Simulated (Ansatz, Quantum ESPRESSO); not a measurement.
# TlS (Pm-3m): from the cell to the phonon bands

How does TlS (Pm-3m) vibrate, and is this structure a minimum?

Method: DFT LDA, scalar-relativistic, plane waves, PseudoDojo norm-conserving pseudopotentials, in Quantum ESPRESSO 7.5.

### 1. Set-up

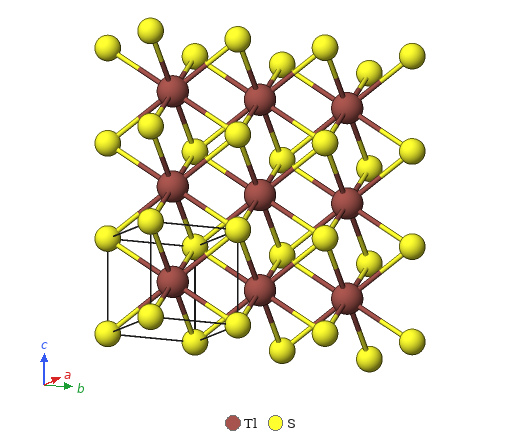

Start, viewed from a free direction; thallium brown, sulfur yellow. 1×3×3 cells are drawn. Some periodic images of atoms are drawn too.

Coordinates:

```cif
data_structure
_symmetry_space_group_name_H-M 'P 1'
_symmetry_Int_Tables_number 1
_cell_length_a 3.5956
_cell_length_b 3.5956
_cell_length_c 3.5956
_cell_angle_alpha 90.000
_cell_angle_beta 90.000
_cell_angle_gamma 90.000
_cell_volume 46.49
loop_
_atom_site_label
_atom_site_type_symbol
_atom_site_fract_x
_atom_site_fract_y
_atom_site_fract_z
_atom_site_occupancy
Tl1 Tl 0.50000 0.50000 0.50000 1
S2 S 0.00000 0.00000 0.00000 1
```

### 2. A probe with smearing

A cheap run with smearing and empty bands tells whether the crystal has a gap, which decides between fixed occupations and smearing later on.

probe.in reads:

```
&CONTROL
  calculation = 'scf'
  prefix      = 'x'
  outdir      = './tmp'
  pseudo_dir  = './pseudo'
  tprnfor     = .true.
  tstress     = .true.
  verbosity   = 'high'
/
&SYSTEM
  ibrav       = 1
  celldm(1)   = 6.79476539
  nat         = 2
  ntyp        = 2
  ecutwfc     = 62.0
  occupations = 'smearing'
  smearing    = 'gaussian'
  degauss     = 0.01
/
&ELECTRONS
  conv_thr         = 1.0d-07
  mixing_beta      = 0.7
  electron_maxstep = 100
/
ATOMIC_SPECIES
 Tl    204.3800  Tl.upf
 S      32.0600  S.upf
ATOMIC_POSITIONS crystal
 Tl     0.500000000   0.500000000   0.500000000
 S      0.000000000   0.000000000   0.000000000
K_POINTS automatic
 6 6 6 0 0 0
```

Run with:

```console
$ OMP_NUM_THREADS=1 mpirun -n 4 pw.x -nk 4 -in probe.in > probe.out
```

What it wrote:

```text
[banners, grids, parts of the stress and lines that vanish by symmetry left out]
Program PWSCF v.7.5
     bravais-lattice index     =            1
     lattice parameter (alat)  =       6.7948  a.u.
[...]
kinetic-energy cutoff     =      62.0000  Ry
     charge density cutoff     =     248.0000  Ry
     scf convergence threshold =      1.0E-07
[...]
Exchange-correlation= SLA  PW   NOGX NOGC
                           (   1   4   0   0   0   0   0)
[...]
48 Sym. Ops., with inversion, found
[...]
(     0          1          0      )
                  (     0          0          1      )
[...]
(  0.0000000  1.0000000  0.0000000 )
                  (  0.0000000  0.0000000  1.0000000 )
[...]
(     0         -1          0      )
                  (     0          0          1      )
[...]
(  0.0000000 -1.0000000  0.0000000 )
[...]
(     0          0          1      )
                  (     1          0          0      )
[...]
( -1.0000000  0.0000000  0.0000000 )
                  (  0.0000000  1.0000000  0.0000000 )
[...]
number of k points=    20  Gaussian smearing, width (Ry)=  0.0100
[...]
End of self-consistent calculation
[...]
the Fermi energy is     8.1691 ev
!    total energy              =    -143.46464629 Ry
[...]
convergence has been achieved in   7 iterations
[...]
atom    1 type  1   force =     0.00000000    0.00000000    0.00000000
     atom    2 type  2   force =     0.00000000    0.00000000    0.00000000
[...]
Total force =     0.000000     Total SCF correction =     0.000000
[...]
total   stress  (Ry/bohr**3)                   (kbar)     P=      -50.47
[...]
XML data file, charge density, pseudopotentials, collected wavefunctions

   JOB DONE.
```

Elapsed: 2.6 s, on 4 MPI ranks of Arm Neoverse V2, shared host; 10 s of CPU time.

Read from the output:

- volume per atom: 23.24 Å³
- pressure: -5.047 GPa
- gap on the k-mesh: 0 eV

No gap opens on this mesh, so smearing is kept; the start stands at -5.0 GPa.

### 3. Relaxation

The harmonic expansion starts where the forces on the atoms vanish, and stress shifts the frequencies, so cell and atoms are relaxed with tight thresholds.

relax.in reads:

```
&CONTROL
  calculation   = 'vc-relax'
  prefix        = 'x'
  outdir        = './tmp'
  pseudo_dir    = './pseudo'
  tprnfor       = .true.
  tstress       = .true.
  forc_conv_thr = 2.0d-05
  etot_conv_thr = 1.0d-07
  nstep         = 40
/
&SYSTEM
  ibrav       = 1
  celldm(1)   = 6.79476539
  nat         = 2
  ntyp        = 2
  ecutwfc     = 62.0
  occupations = 'smearing'
  smearing    = 'mv'
  degauss     = 0.02
/
&ELECTRONS
  conv_thr         = 1.0d-11
  mixing_beta      = 0.7
  electron_maxstep = 100
/
&IONS
/
&CELL
  press_conv_thr = 0.1
/
ATOMIC_SPECIES
 Tl    204.3800  Tl.upf
 S      32.0600  S.upf
ATOMIC_POSITIONS crystal
 Tl     0.500000000   0.500000000   0.500000000
 S      0.000000000   0.000000000   0.000000000
K_POINTS automatic
 8 8 8 0 0 0
```

Run with:

```console
$ OMP_NUM_THREADS=1 mpirun -n 4 pw.x -nk 4 -in relax.in > relax.out
```

What it wrote:

```text
[banners, grids, parts of the stress and lines that vanish by symmetry left out]
[banner, memory and clock lines left out]
Program PWSCF v.7.5

[...]
kinetic-energy cutoff     =      62.0000  Ry
     charge density cutoff     =     248.0000  Ry
     scf convergence threshold =      1.0E-11
[...]
energy convergence thresh.=      1.0E-07
     force convergence thresh. =      2.0E-05
     press convergence thresh. =      1.0E-01
     Exchange-correlation= SLA  PW   NOGX NOGC
                           (   1   4   0   0   0   0   0)
[...]
48 Sym. Ops., with inversion, found
[...]
number of k points=    35  Marzari-Vanderbilt smearing, width (Ry)=  0.0200
[...]
End of self-consistent calculation
[...]
the Fermi energy is     8.1282 ev
!    total energy              =    -143.46296354 Ry
[...]
convergence has been achieved in   9 iterations
[...]
atom    1 type  1   force =     0.00000000    0.00000000    0.00000000
     atom    2 type  2   force =     0.00000000    0.00000000    0.00000000
     Total force =     0.000000     Total SCF correction =     0.000000
[...]
total   stress  (Ry/bohr**3)                   (kbar)     P=      -49.54
[...]
number of bfgs steps    =   0
[...]
CELL_PARAMETERS (alat=  6.79476539)
[...]
ATOMIC_POSITIONS (crystal)
Tl               0.5000000000        0.5000000000        0.5000000000
S                0.0000000000        0.0000000000        0.0000000000
[...]
New effective cutoffs (rho, wfc):  252.20   63.05
[...]
End of self-consistent calculation
[...]
the Fermi energy is     8.5169 ev
!    total energy              =    -143.46534324 Ry
[...]
convergence has been achieved in   6 iterations
[...]
atom    1 type  1   force =     0.00000000    0.00000000    0.00000000
     atom    2 type  2   force =     0.00000000    0.00000000    0.00000000
     Total force =     0.000000     Total SCF correction =     0.000000
[...]
total   stress  (Ry/bohr**3)                   (kbar)     P=      -39.27
[...]
number of bfgs steps    =   1
[...]
CELL_PARAMETERS (alat=  6.79476539)
[...]
ATOMIC_POSITIONS (crystal)
Tl               0.5000000000        0.5000000000        0.5000000000
S                0.0000000000        0.0000000000        0.0000000000
[...]
New effective cutoffs (rho, wfc):  258.75   64.69
[...]
End of self-consistent calculation
[...]
the Fermi energy is     9.1274 ev
!    total energy              =    -143.46771709 Ry
[...]
convergence has been achieved in   7 iterations
[...]
atom    1 type  1   force =     0.00000000    0.00000000    0.00000000
     atom    2 type  2   force =     0.00000000    0.00000000    0.00000000
     Total force =     0.000000     Total SCF correction =     0.000000
[...]
total   stress  (Ry/bohr**3)                   (kbar)     P=      -20.46
[...]
number of bfgs steps    =   2
[...]
CELL_PARAMETERS (alat=  6.79476539)
[...]
ATOMIC_POSITIONS (crystal)
[...]
New effective cutoffs (rho, wfc):  265.78   66.44
[...]
End of self-consistent calculation
[...]
the Fermi energy is     9.7931 ev
!    total energy              =    -143.46840820 Ry
[...]
convergence has been achieved in   8 iterations
[...]
atom    1 type  1   force =     0.00000000    0.00000000    0.00000000
     atom    2 type  2   force =     0.00000000    0.00000000    0.00000000
     Total force =     0.000000     Total SCF correction =     0.000000
[...]
total   stress  (Ry/bohr**3)                   (kbar)     P=        3.94
[...]
number of bfgs steps    =   3
[...]
CELL_PARAMETERS (alat=  6.79476539)
[...]
ATOMIC_POSITIONS (crystal)
[...]
New effective cutoffs (rho, wfc):  264.65   66.16
[...]
End of self-consistent calculation
[...]
the Fermi energy is     9.6854 ev
!    total energy              =    -143.46843053 Ry
[...]
convergence has been achieved in   6 iterations
[...]
atom    1 type  1   force =     0.00000000    0.00000000    0.00000000
     atom    2 type  2   force =     0.00000000    0.00000000    0.00000000
     Total force =     0.000000     Total SCF correction =     0.000000
[...]
total   stress  (Ry/bohr**3)                   (kbar)     P=       -0.29
[...]
number of bfgs steps    =   4
[...]
CELL_PARAMETERS (alat=  6.79476539)
[...]
ATOMIC_POSITIONS (crystal)
[...]
New effective cutoffs (rho, wfc):  264.73   66.18
[...]
End of self-consistent calculation
[...]
the Fermi energy is     9.6927 ev
!    total energy              =    -143.46843065 Ry
[...]
convergence has been achieved in   5 iterations
[...]
atom    1 type  1   force =     0.00000000    0.00000000    0.00000000
     atom    2 type  2   force =     0.00000000    0.00000000    0.00000000
     Total force =     0.000000     Total SCF correction =     0.000000
[...]
total   stress  (Ry/bohr**3)                   (kbar)     P=       -0.00
[...]
number of bfgs steps    =   5
[...]
small trust_radius: resetting bfgs history
[...]
CELL_PARAMETERS (alat=  6.79476539)
[...]
ATOMIC_POSITIONS (crystal)
[...]
New effective cutoffs (rho, wfc):  264.73   66.18
[...]
End of self-consistent calculation
[...]
the Fermi energy is     9.6927 ev
!    total energy              =    -143.46843065 Ry
[...]
convergence has been achieved in   1 iterations
[...]
atom    1 type  1   force =     0.00000000    0.00000000    0.00000000
     atom    2 type  2   force =     0.00000000    0.00000000    0.00000000
     Total force =     0.000000     Total SCF correction =     0.000000
[...]
total   stress  (Ry/bohr**3)                   (kbar)     P=       -0.00
[...]
bfgs converged in   7 scf cycles and   6 bfgs steps
[...]
End of BFGS Geometry Optimization
     Final enthalpy           =    -143.4684306537 Ry
     File ./tmp/x.bfgs deleted, as requested
[...]
CELL_PARAMETERS (alat=  6.79476539)
[...]
ATOMIC_POSITIONS (crystal)
Tl               0.5000000000        0.5000000000        0.5000000000
S                0.0000000000        0.0000000000        0.0000000000
[...]
Final scf calculation at the relaxed structure.
[...]
kinetic-energy cutoff     =      62.0000  Ry
     charge density cutoff     =     248.0000  Ry
     scf convergence threshold =      1.0E-13
[...]
press convergence thresh. =      1.0E-01
     Exchange-correlation= SLA  PW   NOGX NOGC
                           (   1   4   0   0   0   0   0)
[...]
48 Sym. Ops., with inversion, found
[...]
number of k points=    35  Marzari-Vanderbilt smearing, width (Ry)=  0.0200
[...]
End of self-consistent calculation
[...]
the Fermi energy is     9.6927 ev
!    total energy              =    -143.46840424 Ry
[...]
convergence has been achieved in  11 iterations
[...]
atom    1 type  1   force =     0.00000000    0.00000000    0.00000000
     atom    2 type  2   force =     0.00000000    0.00000000    0.00000000
     Total force =     0.000000     Total SCF correction =     0.000000
[...]
total   stress  (Ry/bohr**3)                   (kbar)     P=       -0.12
[...]
XML data file, charge density, pseudopotentials, collected wavefunctions
```

The job ended after 25 s (4 MPI ranks; 98 s of CPU time).

Relaxation path:

```csv
step,energy less that of the first step (eV),largest force (eV/Å),pressure (GPa),volume (Å³)
1,0.0000,0.0000,-4.95,46.49
2,-0.0324,0.0000,-3.93,45.32
3,-0.0647,0.0000,-2.05,43.61
4,-0.0741,0.0000,0.39,41.90
5,-0.0744,0.0000,-0.03,42.16
6,-0.0744,0.0000,0.00,42.15
7,-0.0744,0.0000,0.00,42.15
8,-0.0740,0.0000,-0.01,42.15
```

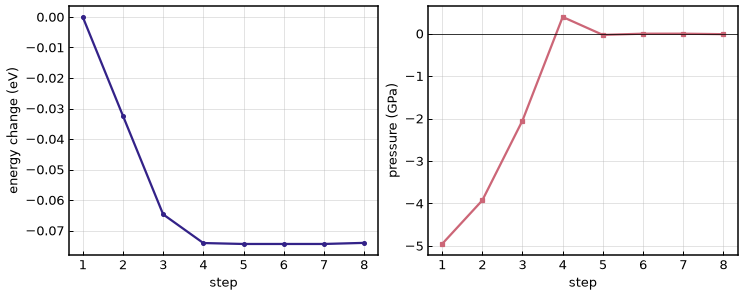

Energy and pressure along the relaxation.

```csv
"conventional cell, symmetrised",before,after,change
a (Å),3.596,3.480,-3.2 %
b (Å),3.596,3.480,-3.2 %
c (Å),3.596,3.480,-3.2 %
volume (Å³/atom),23.24,21.07,-9.3 %
```

Final coordinates:

```
Tl S
1.0
     3.48002    0.00000    0.00000
     0.00000    3.48002    0.00000
     0.00000    0.00000    3.48002
Tl S
1 1
Direct
  0.50000 0.50000 0.50000
  0.00000 0.00000 0.00000
```

The last row of the table of steps is pw.x's closing run on a basis chosen anew for the final cell, so its energy can jump.

Numbers from this step:

```
volume per atom : 21.07 Å³
pressure        : -0.01200 GPa
```

The volume changes by -9.3 % from the cell with which this run began.

### 4. Self-consistent run for the response

Perturbation theory inherits every error of the wavefunctions, so the threshold is set near the limit of the arithmetic. Smearing stays on, as the first look found no gap above 0.3 eV.

scf.in reads:

```
&CONTROL
  calculation = 'scf'
  prefix      = 'x'
  outdir      = './tmp'
  pseudo_dir  = './pseudo'
  tprnfor     = .true.
  tstress     = .true.
/
&SYSTEM
  ibrav       = 1
  celldm(1)   = 6.57629249
  nat         = 2
  ntyp        = 2
  ecutwfc     = 62.0
  occupations = 'smearing'
  smearing    = 'mv'
  degauss     = 0.02
/
&ELECTRONS
  conv_thr         = 1.0d-12
  mixing_beta      = 0.7
  electron_maxstep = 100
/
ATOMIC_SPECIES
 Tl    204.3800  Tl.upf
 S      32.0600  S.upf
ATOMIC_POSITIONS crystal
 Tl     0.500000000   0.500000000   0.500000000
 S      0.000000000   0.000000000   0.000000000
K_POINTS automatic
 8 8 8 0 0 0
```

Run with:

```console
$ OMP_NUM_THREADS=1 mpirun -n 4 pw.x -nk 4 -in scf.in > scf.out
```

What it wrote:

```text
[banners, grids, parts of the stress and lines that vanish by symmetry left out]
[banner, memory and clock lines left out]
Program PWSCF v.7.5

[...]
kinetic-energy cutoff     =      62.0000  Ry
     charge density cutoff     =     248.0000  Ry
     scf convergence threshold =      1.0E-12
[...]
Exchange-correlation= SLA  PW   NOGX NOGC
                           (   1   4   0   0   0   0   0)
[...]
48 Sym. Ops., with inversion, found
[...]
number of k points=    35  Marzari-Vanderbilt smearing, width (Ry)=  0.0200
[...]
End of self-consistent calculation
[...]
the Fermi energy is     9.6927 ev
!    total energy              =    -143.46840424 Ry
[...]
convergence has been achieved in  10 iterations
[...]
atom    1 type  1   force =     0.00000000    0.00000000    0.00000000
     atom    2 type  2   force =     0.00000000    0.00000000    0.00000000
     Total force =     0.000000     Total SCF correction =     0.000000
[...]
total   stress  (Ry/bohr**3)                   (kbar)     P=       -0.12
[...]
XML data file, charge density, pseudopotentials, collected wavefunctions
```

Run time: 5 s. Hardware: 4 MPI ranks; 20 s of CPU time.

The cell stands at -0.012 GPa, close enough for phonons.

### 5. Levels on a dense mesh

The coupling is a sum over pairs of states at the Fermi level and needs a much denser mesh than the density does.

scf_fit.in, as its differences from scf.in of step 4:

```diff
@@ -17,5 +17,6 @@
   degauss     = 0.02
+  la2F        = .true.
 /
 &ELECTRONS
-  conv_thr         = 1.0d-12
+  conv_thr         = 1.0d-10
   mixing_beta      = 0.7
@@ -30,2 +31,2 @@
 K_POINTS automatic
- 8 8 8 0 0 0
+ 16 16 16 0 0 0
```

Run with:

```console
$ OMP_NUM_THREADS=1 mpirun -n 4 pw.x -nk 4 -in scf_fit.in > scf_fit.out
```

What it wrote:

```text
[banners, grids, parts of the stress and lines that vanish by symmetry left out]
[banner, memory and clock lines left out]
Program PWSCF v.7.5

[...]
kinetic-energy cutoff     =      62.0000  Ry
     charge density cutoff     =     248.0000  Ry
     scf convergence threshold =      1.0E-10
[...]
Exchange-correlation= SLA  PW   NOGX NOGC
                           (   1   4   0   0   0   0   0)
[...]
48 Sym. Ops., with inversion, found
[...]
number of k points=   165  Marzari-Vanderbilt smearing, width (Ry)=  0.0200
[...]
End of self-consistent calculation
[...]
the Fermi energy is     9.6883 ev
!    total energy              =    -143.46930628 Ry
[...]
convergence has been achieved in   9 iterations
[...]
atom    1 type  1   force =     0.00000000    0.00000000    0.00000000
     atom    2 type  2   force =     0.00000000    0.00000000    0.00000000
     Total force =     0.000000     Total SCF correction =     0.000000
[...]
total   stress  (Ry/bohr**3)                   (kbar)     P=       -2.90
[...]
XML data file, charge density, pseudopotentials, collected wavefunctions
```

Wall time 19 s (4 MPI ranks).

Read from the output:

```yaml
pressure: -0.29 GPa
```

### 6. Ground state

The run on the dense mesh left its levels for the electron-phonon sums; ph.x needs the ground state on the coarse mesh, so pw.x runs once more in the same folder.

scf.in is that of step 4.

Run with:

```console
$ OMP_NUM_THREADS=1 mpirun -n 4 pw.x -nk 4 -in scf.in > scf.out
```

What it wrote:

```text
[banners, grids, parts of the stress and lines that vanish by symmetry left out]
[banner, memory and clock lines left out]
Program PWSCF v.7.5

[...]
kinetic-energy cutoff     =      62.0000  Ry
     charge density cutoff     =     248.0000  Ry
     scf convergence threshold =      1.0E-12
[...]
Exchange-correlation= SLA  PW   NOGX NOGC
                           (   1   4   0   0   0   0   0)
[...]
48 Sym. Ops., with inversion, found
[...]
number of k points=    35  Marzari-Vanderbilt smearing, width (Ry)=  0.0200
[...]
End of self-consistent calculation
[...]
the Fermi energy is     9.6927 ev
!    total energy              =    -143.46840424 Ry
[...]
convergence has been achieved in  10 iterations
[...]
atom    1 type  1   force =     0.00000000    0.00000000    0.00000000
     atom    2 type  2   force =     0.00000000    0.00000000    0.00000000
     Total force =     0.000000     Total SCF correction =     0.000000
[...]
total   stress  (Ry/bohr**3)                   (kbar)     P=       -0.12
[...]
XML data file, charge density, pseudopotentials, collected wavefunctions
```

It took 5.2 s on 4 MPI ranks; 20 s of CPU time.

Numbers from this step:

```
pressure : -0.01200 GPa
```

(Continued in part 2 of 3.)

[Host names and launcher messages were left out of these logs when they were recorded.]

[Logs are printed without paths, hosts, clocks, repeated set-up lines and the standing remarks that a program may print on its own settings, such as how far it seeks lower states.]

[Hosts, paths, dates, database ids (printed as entryN), source tags and the programs' standing remarks are cut or masked in the printed files.]
